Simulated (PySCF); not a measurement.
## Electronic structure of C$_{5}$H$_{8}$N$_{2}$O (SMILES CCCc1ncno1) in real space

```xyz
16

C    -1.7480    0.8659   -0.0225
C    -1.4596   -0.5014    0.5837
C    -0.2449   -1.1717   -0.0729
C     0.9920   -0.3994    0.1787
N     1.7465    0.1997   -0.6955
C     2.7186    0.7525    0.0731
N     2.5771    0.5136    1.3407
O     1.4501   -0.2419    1.4267
H    -0.9052    1.5386    0.1201
H    -2.6225    1.3104    0.4461
H    -1.9339    0.7785   -1.0905
H    -1.2748   -0.4004    1.6549
H    -2.3257   -1.1519    0.4501
H    -0.1194   -2.1752    0.3395
H    -0.3822   -1.2408   -1.1518
H     3.5244    1.3325   -0.3244
```

Geometry: GFN2-xTB.

Computed with PBE0/pcSseg-1, SCF density, gas phase, non-relativistic in PySCF 2.14.0.

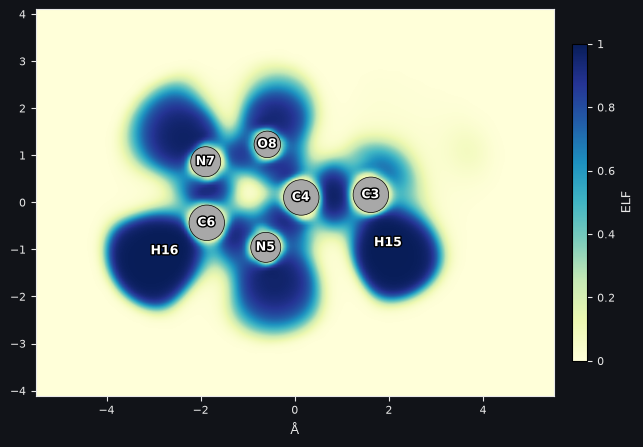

Figure 1. Electron localisation function on the plane of atoms N5, C6 and N7. Grey discs cover the atomic cores.

### Read the bonding off the picture.

Atoms in the plane: C, N, O and H.
C–N (1.30 Å): the ELF peaks at about 0.90 between the atoms, as expected for localised, covalent bonding.
C–O (1.34 Å): the ELF peaks at about 0.90 between the atoms: a shared but strongly polarised pair.
N–O (1.36 Å): the ELF peaks at about 0.85 between the atoms, as expected for localised, covalent bonding.
C–C (1.48 Å): the ELF peaks at about 0.95 between the atoms (a shared electron pair).
C–H (1.07 Å): the ELF climbs to about 1 towards the hydrogen, as it does in any bond to H (an ordinary covalent bond to hydrogen).
The ELF also peaks beside N5, N7 and O8, away from the bonds: lone-pair regions.

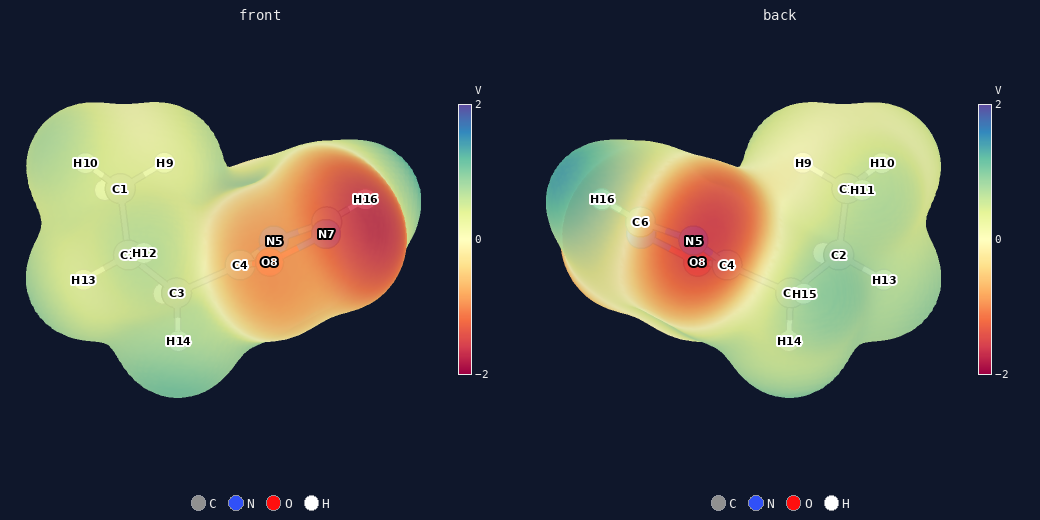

Figure 2. The molecular electrostatic potential painted on the density surface at 0.002 e/bohr³, seen from the front and from behind; red is negative and blue positive.

### Describe the electrostatic potential map.

The most negative region (about −1.7 V) lies over N7, the most positive (about +1.3 V) over H16. N7 is the likeliest acceptor of a hydrogen bond.

### What dipole moment does the calculation give?

Its dipole moment is 2.06 D.
